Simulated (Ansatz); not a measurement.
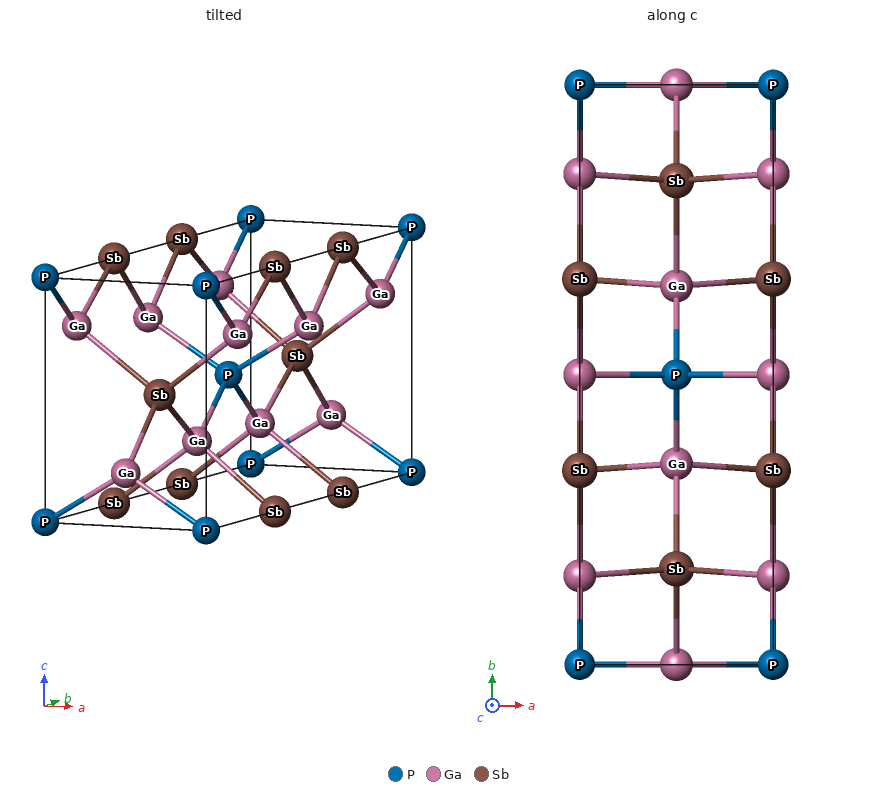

The image is a ball-and-stick drawing of a crystal, viewed slightly off an axis and along the c axis. One conventional unit cell is framed, with atoms on its boundary repeated.

Ga$_{3}$Sb$_{2}$P, space group Imm2 (No. 44), a = 4.177 Å, b = 12.516 Å, c = 5.893 Å, α = 90.00°, β = 90.00°, γ = 90.00°. The model was built from a structure type filled with these elements by a generator (whether the compound takes this form wasn't checked). Earlier steps of the study, as a rule a relaxation of our own, may have changed the cell and positions, so they can lie some per cent off the listed ones. Ansatz was used for an electronic-structure calculation on it.

This one geometry was computed with Ansatz (DFT, plane waves, PAW) at four levels of theory: HSE06, PBE, PBE with spin-orbit coupling and r2SCAN. It was relaxed beforehand with r2SCAN.

Which level gives the highest pressure at this volume, and what does that say about its equilibrium volume?

Highest: PBE (2.1 GPa) and PBE with spin-orbit coupling (2.1 GPa), which points to the largest equilibrium volume. Lowest, with the smallest volume: HSE06 (0.3 GPa) and r2SCAN (0.0 GPa). Levels within 0.5 GPa of each other can't be told apart.

How does the band gap change with the level of theory?

PBE with spin-orbit coupling: a gap of 0.05 eV, direct; PBE: a gap of 0.13 eV, direct; r2SCAN: a gap of 0.52 eV, direct; HSE06: a gap of 0.89 eV, direct.

Collect the results in a table.

| level | cutoff (eV) | k-mesh of the run's cell | gap (eV) | pressure (GPa) |
| --- | --- | --- | --- | --- |
| HSE06 | 420 | 4×4×4 | 0.89 | 0.3 |
| PBE | 420 | 8×8×8 | 0.13 | 2.1 |
| PBE with spin-orbit coupling | 420 | 8×8×8 | 0.05 | 2.1 |
| r2SCAN | 500 | 8×8×8 | 0.52 | 0.0 |

Gaps are taken on the k-mesh or band path of each run.
